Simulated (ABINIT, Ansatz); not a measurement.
# Quasiparticle gap of H6PbCNCl3 (Pm) in ABINIT, part 2 of 3

Aim: the G0W0 gap of H6PbCNCl3 (Pm) on PBEsol, step by step.

ABINIT 10.8.3; PBEsol and many-body steps on it, plane waves. Known limits of the many-body steps: not at the basis limit; no spin-orbit coupling; coarse k mesh.

So far. Step 2 (Ground state): The gap is direct, at (0.500, 0.500, 0.500).

### 3. Bands along the symmetry lines

Level of this step: DFT, PBEsol, plane waves, norm-conserving pseudopotentials (ABINIT).

Levels along a band path, at the cheap level, show where the edges lie and whether the meshes to come will hold them.

run.abi reads:

```
acell 3*1.0 Angstrom
rprim 
  5.752832000000 0.000000000000 0.000000000000
  0.000000000000 5.764671000000 0.000000000000
  -0.002604000000 0.000000000000 5.855201000000
ntypat 5
znucl 1 82 6 7 17
natom 12
typat 1 1 1 1 1 1 2 3 4 5 5 5
xred 
  0.879476000000 0.500000000000 0.790423000000
  0.813252000000 0.344072000000 0.047387000000
  0.813252000000 0.655928000000 0.047387000000
  0.229661000000 0.354316000000 0.978538000000
  0.229661000000 0.645684000000 0.978538000000
  0.170957000000 0.500000000000 0.216412000000
  0.473988000000 0.000000000000 0.483874000000
  0.894268000000 0.500000000000 0.976848000000
  0.144932000000 0.500000000000 0.040731000000
  0.427891000000 0.000000000000 0.975558000000
  0.429192000000 0.500000000000 0.520036000000
  0.971826000000 0.000000000000 0.439660000000
pp_dirpath "pseudos"
pseudos "H.upf, Pb.upf, C.upf, N.upf, Cl.upf"
ecut 37
iscf -2
irdden 1
kptopt 0
nkpt 41
kpt 
  0.00000000 0.00000000 0.00000000
  0.00000000 0.12500000 0.00000000
  0.00000000 0.25000000 0.00000000
  0.00000000 0.37500000 0.00000000
  0.00000000 0.50000000 0.00000000
  0.00000000 0.50000000 0.12500000
  0.00000000 0.50000000 0.25000000
  0.00000000 0.50000000 0.37500000
  0.00000000 0.50000000 0.50000000
  0.00000000 0.37500000 0.50000000
  0.00000000 0.25000000 0.50000000
  0.00000000 0.12500000 0.50000000
  0.00000000 0.00000000 0.50000000
  0.00000000 0.00000000 0.37500000
  0.00000000 0.00000000 0.25000000
  0.00000000 0.00000000 0.12500000
  0.00000000 0.00000000 0.00000000
  -0.12500000 0.00000000 0.12500000
  -0.25000000 0.00000000 0.25000000
  -0.37500000 0.00000000 0.37500000
  -0.50000000 0.00000000 0.50000000
  -0.50000000 0.12500000 0.50000000
  -0.50000000 0.25000000 0.50000000
  -0.50000000 0.37500000 0.50000000
  -0.50000000 0.50000000 0.50000000
  -0.37500000 0.50000000 0.37500000
  -0.25000000 0.50000000 0.25000000
  -0.12500000 0.50000000 0.12500000
  0.00000000 0.50000000 0.00000000
  -0.12500000 0.50000000 0.00000000
  -0.25000000 0.50000000 0.00000000
  -0.37500000 0.50000000 0.00000000
  -0.50000000 0.50000000 0.00000000
  -0.50000000 0.37500000 0.00000000
  -0.50000000 0.25000000 0.00000000
  -0.50000000 0.12500000 0.00000000
  -0.50000000 0.00000000 0.00000000
  -0.37500000 0.00000000 0.00000000
  -0.25000000 0.00000000 0.00000000
  -0.12500000 0.00000000 0.00000000
  0.00000000 0.00000000 0.00000000
istwfk *1
nband 36
nbdbuf 2
tolwfr 1e-08
nstep 40
prtwf 0
prtvol 0
indata_prefix "in"
outdata_prefix "out"
tmpdata_prefix "tmp"
```

Started as:

```sh
OMP_NUM_THREADS=1 mpirun -n 16 abinit run.abi > log
```

Numbers of over 12 decimals in the logs are rounded to 6 here.

The program printed:

```text
.Version 10.8.3 of ABINIT. v10.8.2 released Aug 2026.

 Symmetries : space group Pm (#  6); Bravais mP (primitive monocl.)
[... echo of the input left out ...]
== DATASET  1 ==================================================================
-   mpi_nproc: 16, omp_nthreads: 1 (-1 if OMP is not activated)
-    --> not optimal distribution: autoparal keyword recommended in input file <--

--- !DatasetInfo
iteration_state: {dtset: 1, }
dimensions: {natom: 12, nkpt: 41, mband: 36, nsppol: 1, nspinor: 1, nspden: 1, mpw: 14134, }
cutoff_energies: {ecut:  37.0, pawecutdg:  -1.0, }
electrons: {nelect:   5.80000000E+01, charge:   0.00000000E+00, occopt:   1.00000000E+00, tsmear:   1.00000000E-02, }

 Real(R)+Recip(G) space primitive vectors, cartesian coordinates (Bohr,Bohr^-1):
 R(1)= 10.8712769  0.0000000  0.0000000  G(1)=  0.0919855  0.0000000  0.0000409
 R(2)=  0.0000000 10.8936494  0.0000000  G(2)=  0.0000000  0.0917966  0.0000000
 R(3)= -0.0049208  0.0000000 11.0647263  G(3)=  0.0000000  0.0000000  0.0903773
 Unit cell volume ucvol=  1.3103721E+03 bohr^3
 Angles (23,13,12)=  9.00000000E+01  9.00254813E+01  9.00000000E+01 degrees

 getcut: wavevector=  0.0000  0.0000  0.0000  ngfft=  60  60  64
         ecut(hartree)=     37.000   => boxcut(ratio)=   2.01146

--- Pseudopotential description ------------------------------------------------
- H Generated using ONCVPSP code by D. R. Hamann
-  1.00000   1.00000  180301                  znucl, zion, pspdat
12 -116133 1 -1 1180                          pspcod,pspxc,lmax,lloc,mmax
     nproj     2     1     0
  pspatm : epsatm=    0.35585368
         --- l  ekb(1:nproj) -->
             0   -1.674911   -0.523609
             1   -0.494138
 pspatm: atomic psp has been read  and splines computed

- Pb Generated using ONCVPSP code by D. R. Hamann
- 82.00000  22.00000  180301                  znucl, zion, pspdat
12 -116133 2 -1 1678                          pspcod,pspxc,lmax,lloc,mmax
     nproj     2     2     2
  pspatm : epsatm=   27.24616311
         --- l  ekb(1:nproj) -->
             0   16.718077    2.142855
             1    7.403376    1.248372
[...]
pspatm: atomic psp has been read  and splines computed

- C Generated using ONCVPSP code by D. R. Hamann
-  6.00000   4.00000  180301                  znucl, zion, pspdat
12 -116133 1 -1 1248                          pspcod,pspxc,lmax,lloc,mmax
     nproj     2     2     0
  pspatm : epsatm=    4.34909242
         --- l  ekb(1:nproj) -->
[...]
pspatm: atomic psp has been read  and splines computed

- N Generated using ONCVPSP code by D. R. Hamann
-  7.00000   5.00000  180301                  znucl, zion, pspdat
12 -116133 1 -1 1058                          pspcod,pspxc,lmax,lloc,mmax
     nproj     2     2     0
  pspatm : epsatm=    5.26508482
         --- l  ekb(1:nproj) -->
[...]
-4.5378E-02 -4.3970E-02 -3.8847E-02 -2.6626E-02 -2.5655E-02  1.8745E-01
  2.2214E-01  2.2828E-01  2.4399E-01  2.4991E-01  2.6297E-01  2.6694E-01

--- !ResultsGS
iteration_state: {dtset: 1, }
comment   : Summary of ground state results
lattice_vectors:
- [ 10.8712769,   0.0000000,   0.0000000, ]
- [  0.0000000,  10.8936494,   0.0000000, ]
- [ -0.0049208,   0.0000000,  11.0647263, ]
lattice_lengths: [  10.87128,   10.89365,   11.06473, ]
lattice_angles: [ 90.000,  90.025,  90.000, ] # degrees, (23, 13, 12)
lattice_volume:   1.3103721E+03
convergence: {deltae:  0.000E+00, res2:  0.000E+00, residm:  9.982E-09, diffor:  0.000E+00, }
etotal    :  -2.78720347E+02
entropy   :   0.00000000E+00
fermie    :   2.30585635E-02
cartesian_stress_tensor: null
pressure_GPa: null
xred      :
- [  8.7948E-01,   5.0000E-01,   7.9042E-01,  H]
- [  8.1325E-01,   3.4407E-01,   4.7387E-02,  H]
- [  8.1325E-01,   6.5593E-01,   4.7387E-02,  H]
- [  2.2966E-01,   3.5432E-01,   9.7854E-01,  H]
- [  2.2966E-01,   6.4568E-01,   9.7854E-01,  H]
- [  1.7096E-01,   5.0000E-01,   2.1641E-01,  H]
- [  4.7399E-01,   0.0000E+00,   4.8387E-01, Pb]
- [  8.9427E-01,   5.0000E-01,   9.7685E-01,  C]
- [  1.4493E-01,   5.0000E-01,   4.0731E-02,  N]
- [  4.2789E-01,   0.0000E+00,   9.7556E-01, Cl]
- [  4.2919E-01,   5.0000E-01,   5.2004E-01, Cl]
- [  9.7183E-01,   0.0000E+00,   4.3966E-01, Cl]
cartesian_forces: null
force_length_stats: {min: null, max: null, mean: null, }

 Integrated electronic density in atomic spheres:
 ------------------------------------------------
 Atom  Sphere_radius  Integrated_density
[...]
================================================================================

 ----iterations are completed or convergence reached----

 Mean square residual over all n,k,spin=   59.417E-10; max=  99.821E-10
 reduced coordinates (array xred) for   12 atoms
[...]
0.429192000000      0.500000000000      0.520036000000
       0.971826000000      0.000000000000      0.439660000000

 cartesian coordinates (angstrom) at end:
[...]
length scales=  1.889726125908  1.889726125908  1.889726125908 bohr
              =  1.000000000000  1.000000000000  1.000000000000 angstroms
 prteigrs : about to open file out_EIG
 Eigenvalues (hartree) for nkpt=  41  k points:
 kpt#   1, nband= 36, wtk=  1.00000, kpt=  0.0000  0.0000  0.0000 (reduced coord)
[...]
kpt#   2, nband= 36, wtk=  1.00000, kpt=  0.0000  0.1250  0.0000 (reduced coord)
[...]
kpt#   3, nband= 36, wtk=  1.00000, kpt=  0.0000  0.2500  0.0000 (reduced coord)
[...]
kpt#  40, nband= 36, wtk=  1.00000, kpt= -0.1250  0.0000  0.0000 (reduced coord)
[...]
0.23285    0.25239    0.26032    0.26485
 kpt#  41, nband= 36, wtk=  1.00000, kpt=  0.0000  0.0000  0.0000 (reduced coord)
[...]
-0.22029   -0.20982   -0.13893   -0.13859   -0.10951   -0.10925   -0.10202   -0.05003
  -0.04538   -0.04397   -0.03885   -0.02663   -0.02565    0.18745    0.22214    0.22828
   0.24399    0.24991    0.26297    0.26694

== END DATASET(S) ==============================================================
================================================================================

 -outvars: echo values of variables after computation  --------
            nband          36
             nkpt          41
          spgroup           6
 [... the other variables as echoed above ...]

 Calculation completed.
```

It took 66 s on 16 MPI ranks of Intel Xeon Platinum 8259CL at 2.50GHz (Skylake/Cascade Lake), shared host; peak memory 1.9 GiB.

Numbers from this step:

```yaml
gap: 2.463 eV
k_of_the_valence_top: -0.5, 0.5, 0.5
k_of_the_conduction_bottom: -0.5, 0.5, 0.5
least_direct_gap: 2.463 eV
```

The gap is 2.463 eV, as in the run before at this level.

Electronic bands along the path, in eV, zero at the top of the highest filled band:

```csv
point,band 26,band 27,band 28,band 29,band 30,band 31,band 32,band 33
Γ,-1.82,-1.68,-1.35,-1.33,4.47,5.42,5.58,6.01
Z,-1.69,-1.53,-1.36,-1.20,3.29,5.06,5.63,5.88
D,-1.69,-1.50,-1.50,-0.71,2.82,2.91,5.32,6.24
B,-1.64,-1.64,-1.37,-1.23,3.16,5.30,5.50,5.84
Γ,-1.82,-1.68,-1.35,-1.33,4.47,5.42,5.58,6.01
A,-1.83,-1.49,-1.18,-0.48,2.80,3.03,4.96,5.67
E,-1.67,-1.19,-1.18,0.00,2.46,2.49,2.71,5.88
Z,-1.69,-1.53,-1.36,-1.20,3.29,5.06,5.63,5.88
C2,-1.83,-1.49,-1.17,-0.36,2.86,3.01,4.89,5.87
Y2,-1.71,-1.46,-1.43,-0.85,3.33,4.76,5.23,5.25
Γ,-1.82,-1.68,-1.35,-1.33,4.47,5.42,5.58,6.01
```

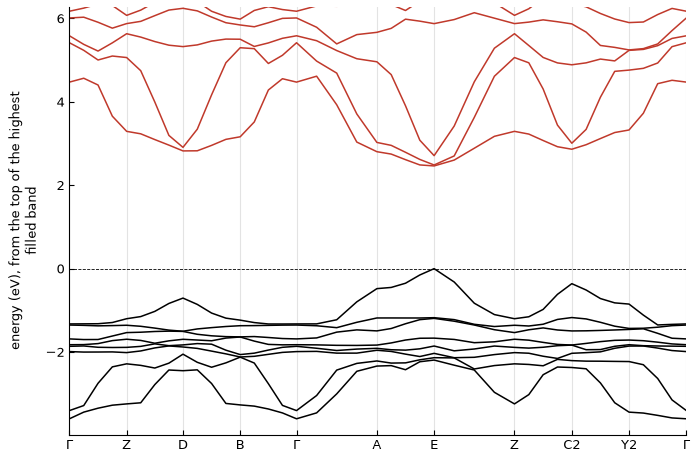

Electronic bands along the path; lines of filled and empty bands in two colours.

### 4. Empty states on the mesh, 2×2×2 mesh, 668 bands

The sums over transitions need many empty states on a uniform mesh; this step solves for them.

run.abi reads:

```
acell 3*1.0 Angstrom
rprim 
  5.752832000000 0.000000000000 0.000000000000
  0.000000000000 5.764671000000 0.000000000000
  -0.002604000000 0.000000000000 5.855201000000
ntypat 5
znucl 1 82 6 7 17
natom 12
typat 1 1 1 1 1 1 2 3 4 5 5 5
xred 
  0.879476000000 0.500000000000 0.790423000000
  0.813252000000 0.344072000000 0.047387000000
  0.813252000000 0.655928000000 0.047387000000
  0.229661000000 0.354316000000 0.978538000000
  0.229661000000 0.645684000000 0.978538000000
  0.170957000000 0.500000000000 0.216412000000
  0.473988000000 0.000000000000 0.483874000000
  0.894268000000 0.500000000000 0.976848000000
  0.144932000000 0.500000000000 0.040731000000
  0.427891000000 0.000000000000 0.975558000000
  0.429192000000 0.500000000000 0.520036000000
  0.971826000000 0.000000000000 0.439660000000
pp_dirpath "pseudos"
pseudos "H.upf, Pb.upf, C.upf, N.upf, Cl.upf"
ecut 37
ngkpt 2 2 2
nshiftk 1
shiftk 0 0 0
kptopt 1
chksymbreak 0
iscf -2
irdden 1
istwfk *1
nband 668
nbdbuf 60
tolwfr 1e-09
nstep 60
prtvol 0
indata_prefix "in"
outdata_prefix "out"
tmpdata_prefix "tmp"
```

The program printed:

```text
.Version 10.8.3 of ABINIT. v10.8.2 released Aug 2026.

 Symmetries : space group Pm (#  6); Bravais mP (primitive monocl.)
[... echo of the input left out ...]
== DATASET  1 ==================================================================
-   mpi_nproc: 16, omp_nthreads: 1 (-1 if OMP is not activated)
-    --> not optimal distribution: autoparal keyword recommended in input file <--

--- !DatasetInfo
iteration_state: {dtset: 1, }
dimensions: {natom: 12, nkpt: 8, mband: 668, nsppol: 1, nspinor: 1, nspden: 1, mpw: 14134, }
cutoff_energies: {ecut:  37.0, pawecutdg:  -1.0, }
electrons: {nelect:   5.80000000E+01, charge:   0.00000000E+00, occopt:   1.00000000E+00, tsmear:   1.00000000E-02, }

 Real(R)+Recip(G) space primitive vectors, cartesian coordinates (Bohr,Bohr^-1):
 R(1)= 10.8712769  0.0000000  0.0000000  G(1)=  0.0919855  0.0000000  0.0000409
 R(2)=  0.0000000 10.8936494  0.0000000  G(2)=  0.0000000  0.0917966  0.0000000
 R(3)= -0.0049208  0.0000000 11.0647263  G(3)=  0.0000000  0.0000000  0.0903773
 Unit cell volume ucvol=  1.3103721E+03 bohr^3
 Angles (23,13,12)=  9.00000000E+01  9.00254813E+01  9.00000000E+01 degrees

 getcut: wavevector=  0.0000  0.0000  0.0000  ngfft=  60  60  64
         ecut(hartree)=     37.000   => boxcut(ratio)=   2.01146

--- Pseudopotential description ------------------------------------------------
- H Generated using ONCVPSP code by D. R. Hamann
-  1.00000   1.00000  180301                  znucl, zion, pspdat
12 -116133 1 -1 1180                          pspcod,pspxc,lmax,lloc,mmax
     nproj     2     1     0
  pspatm : epsatm=    0.35585368
         --- l  ekb(1:nproj) -->
             0   -1.674911   -0.523609
             1   -0.494138
 pspatm: atomic psp has been read  and splines computed

- Pb Generated using ONCVPSP code by D. R. Hamann
- 82.00000  22.00000  180301                  znucl, zion, pspdat
12 -116133 2 -1 1678                          pspcod,pspxc,lmax,lloc,mmax
     nproj     2     2     2
  pspatm : epsatm=   27.24616311
         --- l  ekb(1:nproj) -->
             0   16.718077    2.142855
             1    7.403376    1.248372
[...]
pspatm: atomic psp has been read  and splines computed

- C Generated using ONCVPSP code by D. R. Hamann
-  6.00000   4.00000  180301                  znucl, zion, pspdat
12 -116133 1 -1 1248                          pspcod,pspxc,lmax,lloc,mmax
     nproj     2     2     0
  pspatm : epsatm=    4.34909242
         --- l  ekb(1:nproj) -->
[...]
pspatm: atomic psp has been read  and splines computed

- N Generated using ONCVPSP code by D. R. Hamann
-  7.00000   5.00000  180301                  znucl, zion, pspdat
12 -116133 1 -1 1058                          pspcod,pspxc,lmax,lloc,mmax
     nproj     2     2     0
  pspatm : epsatm=    5.26508482
         --- l  ekb(1:nproj) -->
[...]
-5.7152E-01 -5.6838E-01 -5.6756E-01 -5.6724E-01 -4.9554E-01 -4.7703E-01
 -4.6360E-01 -4.2362E-01 -2.9521E-01 -2.8891E-01 -2.2029E-01 -2.0982E-01
[...]
4.4716E+00  4.4764E+00  4.4771E+00  4.4789E+00  4.4894E+00  4.4903E+00
  4.4914E+00  4.4979E+00  4.5026E+00  4.5157E+00  4.5195E+00  4.5235E+00
  4.5292E+00  4.5349E+00
 prteigrs : prtvol=0 or 1, do not print more k-points.

--- !ResultsGS
iteration_state: {dtset: 1, }
comment   : Summary of ground state results
lattice_vectors:
- [ 10.8712769,   0.0000000,   0.0000000, ]
- [  0.0000000,  10.8936494,   0.0000000, ]
- [ -0.0049208,   0.0000000,  11.0647263, ]
lattice_lengths: [  10.87128,   10.89365,   11.06473, ]
lattice_angles: [ 90.000,  90.025,  90.000, ] # degrees, (23, 13, 12)
lattice_volume:   1.3103721E+03
convergence: {deltae:  0.000E+00, res2:  0.000E+00, residm:  9.996E-10, diffor:  0.000E+00, }
etotal    :  -2.78720347E+02
entropy   :   0.00000000E+00
fermie    :   2.30585635E-02
cartesian_stress_tensor: null
pressure_GPa: null
xred      :
- [  8.7948E-01,   5.0000E-01,   7.9042E-01,  H]
- [  8.1325E-01,   3.4407E-01,   4.7387E-02,  H]
- [  8.1325E-01,   6.5593E-01,   4.7387E-02,  H]
- [  2.2966E-01,   3.5432E-01,   9.7854E-01,  H]
- [  2.2966E-01,   6.4568E-01,   9.7854E-01,  H]
- [  1.7096E-01,   5.0000E-01,   2.1641E-01,  H]
- [  4.7399E-01,   0.0000E+00,   4.8387E-01, Pb]
- [  8.9427E-01,   5.0000E-01,   9.7685E-01,  C]
- [  1.4493E-01,   5.0000E-01,   4.0731E-02,  N]
- [  4.2789E-01,   0.0000E+00,   9.7556E-01, Cl]
- [  4.2919E-01,   5.0000E-01,   5.2004E-01, Cl]
- [  9.7183E-01,   0.0000E+00,   4.3966E-01, Cl]
cartesian_forces: null
force_length_stats: {min: null, max: null, mean: null, }

 Integrated electronic density in atomic spheres:
 ------------------------------------------------
 Atom  Sphere_radius  Integrated_density
[...]
================================================================================

 ----iterations are completed or convergence reached----

 Mean square residual over all n,k,spin=   39.244E-11; max=  99.959E-11
 reduced coordinates (array xred) for   12 atoms
[...]
0.429192000000      0.500000000000      0.520036000000
       0.971826000000      0.000000000000      0.439660000000

 cartesian coordinates (angstrom) at end:
    1      5.057419     2.882335     4.628086
    2      4.678379     1.983462     0.277460
[...]
12      5.589607     0.000000     2.574298
 length scales=  1.889726125908  1.889726125908  1.889726125908 bohr
              =  1.000000000000  1.000000000000  1.000000000000 angstroms
 prteigrs : about to open file out_EIG
 Eigenvalues (hartree) for nkpt=   8  k points:
 kpt#   1, nband=668, wtk=  0.12500, kpt=  0.0000  0.0000  0.0000 (reduced coord)
[...]
4.43803    4.44062    4.44105    4.44903    4.46165    4.46708    4.47156    4.47639
   4.47711    4.47887    4.48940    4.49028    4.49137    4.49794    4.50256    4.51573
   4.51947    4.52353    4.52918    4.53495
 prteigrs : prtvol=0 or 1, do not print more k-points.

== END DATASET(S) ==============================================================
================================================================================

 -outvars: echo values of variables after computation  --------
            nband         668
             nkpt           8
          spgroup           6
 [... the other variables as echoed above ...]

 Calculation completed.
```

The job ended after 28 min (16 MPI ranks; peak memory 2.9 GiB).

Numbers from this step:

```yaml
gap: 2.463 eV
k_of_the_valence_top: 0.5, 0.5, 0.5
k_of_the_conduction_bottom: 0.5, 0.5, 0.5
least_direct_gap: 2.463 eV
k_points_computed: 8
lowest_point_of_the_top_converged_band_above_the_valence_top: 114.1093 eV
```

On this mesh the gap is 2.463 eV.

### 5. Screening, 2×2×2 mesh, 608 bands, screening to 217.7 eV

The RPA dielectric matrix is built and inverted for each q.

This step: RPA screening on PBEsol, plane waves, norm-conserving pseudopotentials.

Edit run.abi of step 4 so:

```diff
@@ -30,10 +30,11 @@
 chksymbreak 0
-iscf -2
-irdden 1
 istwfk *1
-nband 668
-nbdbuf 60
-tolwfr 1e-09
-nstep 60
-prtvol 0
+occopt 1
+irdwfk 1
+optdriver 3
+nband 608
+ecuteps 8
+inclvkb 2
+awtr 1
+symchi 1
 indata_prefix "in"
```

The program printed:

```text
.Version 10.8.3 of ABINIT. v10.8.2 released Aug 2026.

 Symmetries : space group Pm (#  6); Bravais mP (primitive monocl.)
[... echo of the input left out ...]
== DATASET  1 ==================================================================
-   mpi_nproc: 16, omp_nthreads: 1 (-1 if OMP is not activated)

--- !DatasetInfo
iteration_state: {dtset: 1, }
dimensions: {natom: 12, nkpt: 8, mband: 608, nsppol: 1, nspinor: 1, nspden: 1, mpw: 14134, }
cutoff_energies: {ecut:  37.0, pawecutdg:  -1.0, }
electrons: {nelect:   5.80000000E+01, charge:   0.00000000E+00, occopt:   1.00000000E+00, tsmear:   1.00000000E-02, }

 SCREENING: Calculation of the susceptibility and dielectric matrices

 Based on a program developped by R.W. Godby, V. Olevano, G. Onida, and L. Reining.
 Incorporated in ABINIT by V. Olevano, G.-M. Rignanese, and M. Torrent.
.Using double precision arithmetic ; gwpc =  8

[... cell and pseudopotentials left out ...]
--------------------------------------------------------------------------------

 ==== K-mesh for the wavefunctions ====
 Number of points in the irreducible wedge :     8
[... list of points left out ...]
 Together with  2 symmetry operations and time-reversal symmetry
 yields     8 points in the full Brillouin Zone.

 ==== Q-mesh for the screening function ====
 Number of points in the irreducible wedge :     8
[... list of points left out ...]
 Together with  2 symmetry operations and time-reversal symmetry
 yields     8 points in the full Brillouin Zone.

 setmesh: FFT mesh size selected  =    45x   45x   45
          total number of points  =        91125

 vcoul_init : cutoff-mode = AUXILIARY_FUNCTION
 q-points for optical limit:   1
     1)      0.000010    0.000020    0.000030

- screening: taking advantage of time-reversal symmetry
- Maximum band index for partially occupied states nbvw = 29
- Remaining bands to be divided among processors   nbcw = 579
- Number of bands treated by each node ~36

 Number of electrons calculated from density =   58.0000; Expected =   58.0000
 average of density, n =  0.044262
 r_s =    1.7537
 omega_plasma =   20.2942 [eV]

 calculating chi0 at frequencies [eV] :
  1    0.000000E+00    0.000000E+00
  2    0.000000E+00    2.029422E+01

--------------------------------------------------------------------------------
  q-point number  1        q = ( 0.000000, 0.000000, 0.000000) [r.l.u.]
--------------------------------------------------------------------------------
[... chi0 elements left out ...]
 For q-point:  0.000010 0.000020 0.000030
  dielectric constant =   4.8767
  dielectric constant without local fields =   5.5978

  Average fulfillment of the sum rule on Im[epsilon] for q-point    1 :     85.87  [%]
[... wings left out ...]
  q-point number  2        q = ( 0.500000, 0.000000, 0.000000) [r.l.u.]
--------------------------------------------------------------------------------
[... chi0 elements left out ...]
  Average fulfillment of the sum rule on Im[epsilon] for q-point    2 :     88.02  [%]

 [... 6 further q-points ...]
```

Elapsed: 17 min, on 16 MPI ranks; peak memory 18 GiB; 4.5 h of CPU time.

Numbers from this step:

| Quantity | Value |
| --- | --- |
| ε∞ with local fields, on this mesh, along the program's q direction | 4.877 |
| the same without local fields | 5.598 |
| plasma frequency | 20.29 eV |
| plane waves in the screening matrix | 1383 |

Local fields lower ε∞ by 13 %. On a Γ-centred mesh this coarse the value itself is usually too large, while a short band sum pulls it down.

(Continued in part 3 of 3.)

[Paths, hosts, dates, memory and timing lines, banners, echoed tables and standing remarks are left out of the program output.]

[Logs are printed without paths, hosts, clocks, repeated set-up lines and the standing remarks that a program may print on its own settings, such as how far it seeks lower states.]

[Runs of the session that timed out or met a known fault of the program may be left out.]

[Hosts, paths, dates, database ids (printed as entryN), source tags and the programs' standing remarks are cut or masked in the printed files.]

[G0W0 gaps are taken among the corrected bands and points alone; a level outside them can change the order at an edge.]

[Where Ansatz stands beside ABINIT at settings called matched, ABINIT's density can come from a denser mesh and the files from another edition; pairs whose starting gaps differed by over 0.03 eV were left out, so agreement reads better than it is.]
